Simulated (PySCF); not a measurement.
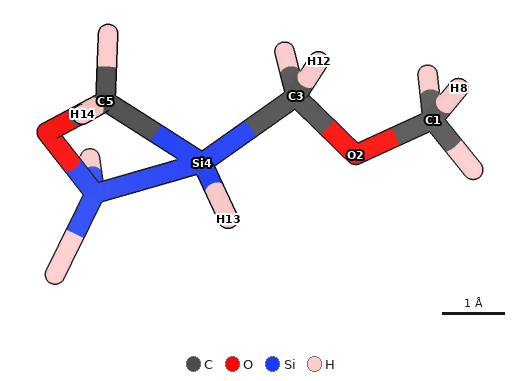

The input geometry (stick view, seen at a tilt; atoms are numbered from 1 in the order of the input). Bond lengths as drawn: C–H 1.09 to 1.10 Å, C–O 1.40 to 1.44 Å, C–Si 1.91 to 1.94 Å, H–Si 1.46 to 1.47 Å, O–Si 1.65 Å and Si–Si 2.33 Å.

# Excited-state calculation of C3H10O2Si2

- system: C3H10O2Si2
- method: TDDFT wB97X-D/def2-SVPD, vertical, gas phase, core orbitals frozen in the response (PySCF 2.14.0)

The geometry comes from this level: GFN2-xTB. It belongs to a series of runs on one base structure; here: C replaced by Si.

## The input
```
{"job": {"kind": "uv", "xc": "wB97X-D", "basis": "def2-SVPD", "nstates": 8, "ntriplets": 3}, "charge": 0, "multiplicity": 1}
C      3.099801    -0.700459     0.652676
O      1.746641    -0.530416     0.984469
C      1.026924     0.233245     0.037112
Si    -0.714023     0.371975     0.808112
C     -2.004503     1.332817    -0.277746
O     -3.033561     0.335913    -0.362420
Si    -2.500152    -1.052030     0.358074
H      3.615419     0.266326     0.588084
H      3.546029    -1.299178     1.444411
H      3.210267    -1.221041    -0.307073
H      1.036770    -0.266381    -0.941460
H      1.505530     1.213784    -0.098094
H     -0.541967     1.053873     2.101743
H     -2.437801     2.224807     0.176870
H     -1.699734     1.594990    -1.293970
H     -2.418557    -2.122059    -0.642168
H     -3.444080    -1.424135     1.410933
```

The first line tells a small driver script what to run in PySCF; the rest is the geometry in Å.

Hardware: 1 CPU thread, shared host.

Run as:
```bash
OMP_NUM_THREADS=1 python <driver script> task.json out
```

## Output
```
coarse grid: 14880 points
cycle   1  E = -849.0148721924  dE =  8.392e-01  |g| = 8.328e-01  |ddm| = 5.075e+00
cycle   2  E = -848.9393344555  dE =  7.554e-02  |g| = 1.088e+00  |ddm| = 1.892e+00
cycle   3  E = -849.1557299431  dE = -2.164e-01  |g| = 5.605e-02  |ddm| = 9.745e-01
cycle   4  E = -849.1563526651  dE = -6.227e-04  |g| = 3.505e-02  |ddm| = 1.408e-01
cycle   5  E = -849.1565787077  dE = -2.260e-04  |g| = 1.123e-02  |ddm| = 4.149e-02
cycle   6  E = -849.1566050110  dE = -2.630e-05  |g| = 1.490e-03  |ddm| = 1.936e-02
cycle   7  E = -849.1566059598  dE = -9.487e-07  |g| = 5.390e-04  |ddm| = 5.038e-03
final grid: 133616 points
cycle   8  E = -849.2833997941  dE = -1.099e-04  |g| = 3.903e-03  |ddm| = 1.140e-01
cycle   9  E = -849.2834024975  dE = -2.703e-06  |g| = 3.213e-03  |ddm| = 1.458e-02
cycle  10  E = -849.2834044097  dE = -1.912e-06  |g| = 8.841e-04  |ddm| = 3.965e-03
cycle  11  E = -849.2834045903  dE = -1.806e-07  |g| = 2.896e-04  |ddm| = 1.651e-03
cycle  12  E = -849.2834046139  dE = -2.360e-08  |g| = 6.928e-05  |ddm| = 5.236e-04
cycle  13  E = -849.2834046162  dE = -2.318e-09  |g| = 2.372e-05  |ddm| = 2.066e-04
cycle  14  E = -849.2834046165  dE = -2.610e-10  |g| = 1.168e-05  |ddm| = 7.630e-05
```

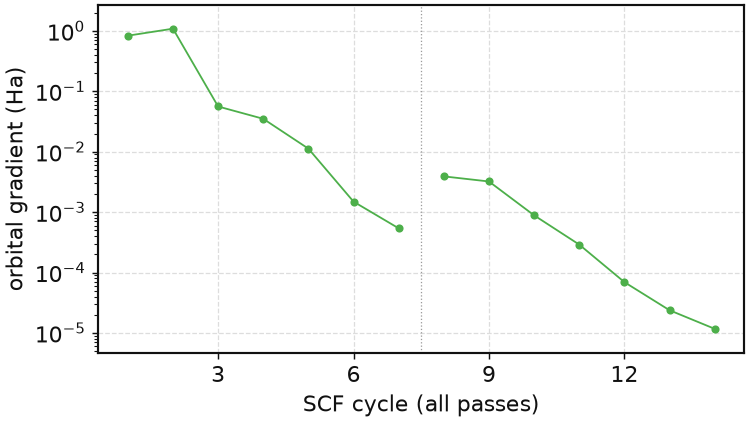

Convergence of the self-consistent field: orbital gradient against the SCF cycle. The dotted line marks the change from a coarse to the final integration grid. The first 7 cycles use a coarse grid, the final grid takes over at cycle 8, and the field converges after 14 cycles in all.

```
converged SCF energy = -849.2834046165

Static polarisability (au): isotropic 97.924, principal 83.892 92.964 116.915

Singlet excitations
state   eV       nm        f      main configurations
  1   6.3414    195.5   0.06673   H->L 0.69, H->L+1 0.09
  2   6.3855    194.2   0.01791   H-1->L 0.42, H-2->L 0.39
  3   6.5345    189.7   0.00525   H-1->L 0.30, H-3->L 0.24, H-2->L 0.21
  4   6.7427    183.9   0.04958   H->L+1 0.42, H->L+2 0.18, H-1->L+2 0.12
  5   6.8427    181.2   0.05548   H-1->L+1 0.29, H-1->L+2 0.27, H->L+1 0.11
  6   6.9077    179.5   0.08308   H->L+2 0.53, H-1->L+2 0.18
  7   7.0053    177.0   0.02058   H-1->L+1 0.25, H-3->L+1 0.17, H-3->L+2 0.11
  8   7.0871    174.9   0.01280   H-2->L+1 0.46, H-3->L+2 0.14, H-1->L+1 0.10

Triplet excitations (Tamm-Dancoff, eV): 5.5627 5.8587 6.0728
```

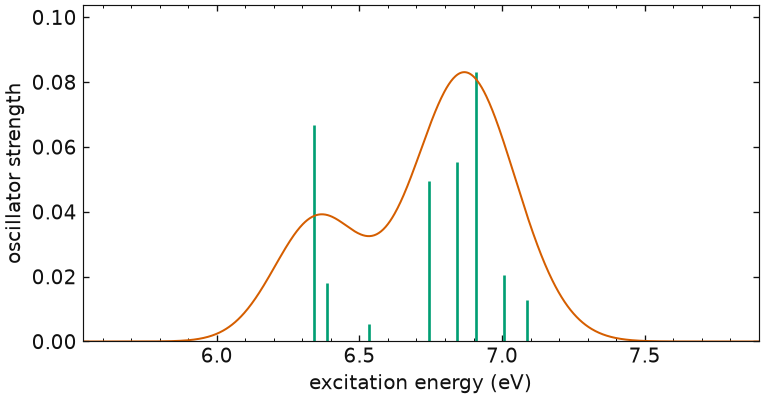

Computed excitations as sticks (degenerate states added up, dark ones marked on the axis), with a Gaussian envelope of 0.35 eV full width at half maximum, scaled to the tallest. Of the 8 states the lowest lies at 6.34 eV (f = 0.067); the strongest line is at 6.91 eV, or 179 nm (f = 0.083).

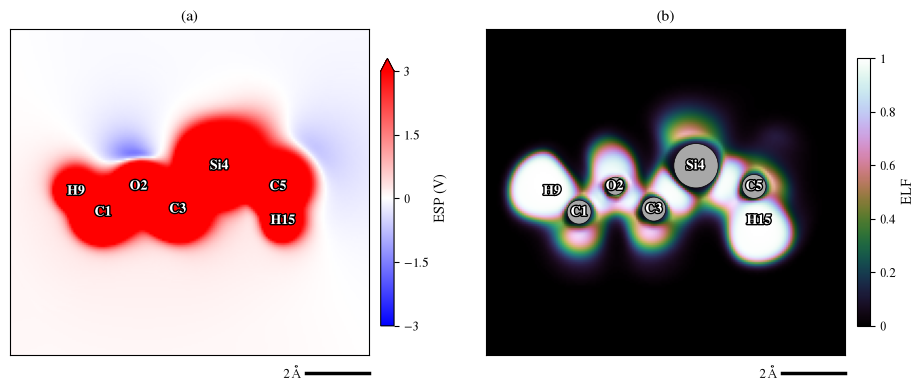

(a) molecular electrostatic potential; (b) electron localisation function on the plane of atoms C3, Si4 and C5. Grey discs, where drawn, cover atomic cores. C–O (1.40 Å): the ELF peaks at about 0.90 between the atoms (a polar covalent bond).

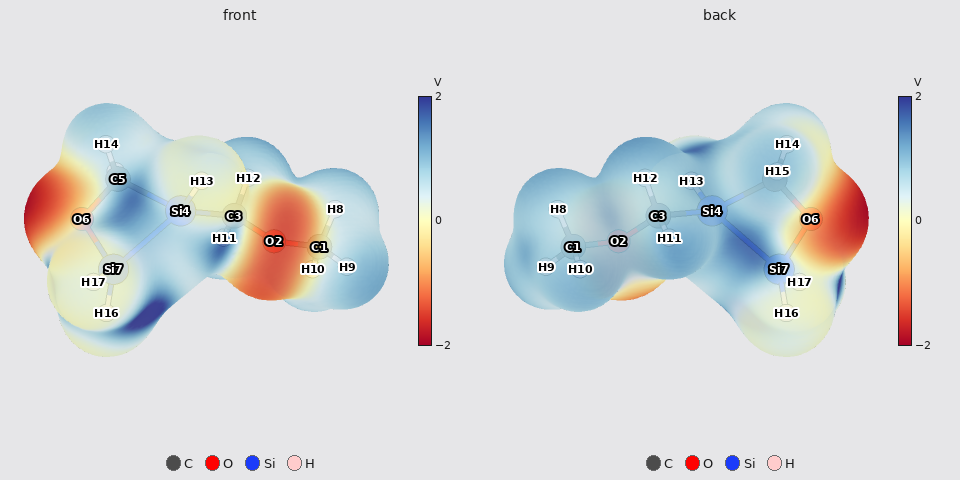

The electrostatic potential painted on the density surface at 0.004 e/bohr³, seen at a tilt and from behind; the colour scale runs from red (negative) to blue (positive).

## Key numbers

- outcome: converged
- total energy: −849.283405 hartree
- HOMO: −9.48 eV
- LUMO: 1.38 eV
- dipole moment: 2.60 D
- mean polarisability: 97.92 a.u.
- lowest singlet excitation: 6.34 eV
- wall time: 73 s
- peak memory: 1 GiB
